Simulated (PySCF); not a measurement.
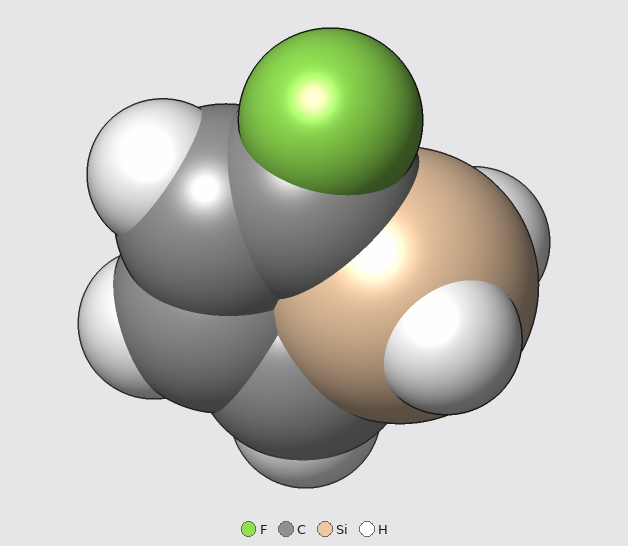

The computed structure is the end point of a PBE0-D3(BJ)/def2-SVP optimisation. No frequency run is at hand to confirm it as a minimum.

Draw it as a skeletal formula.

SMILES: FC1=CC=C[SiH2]1

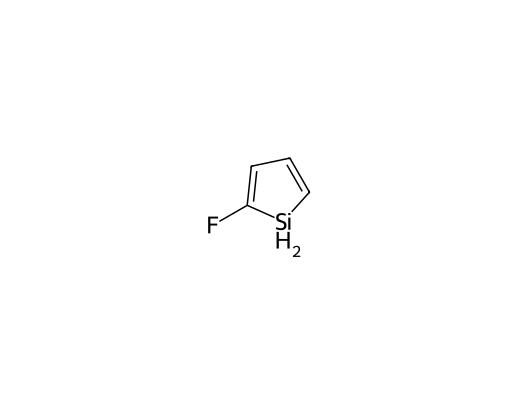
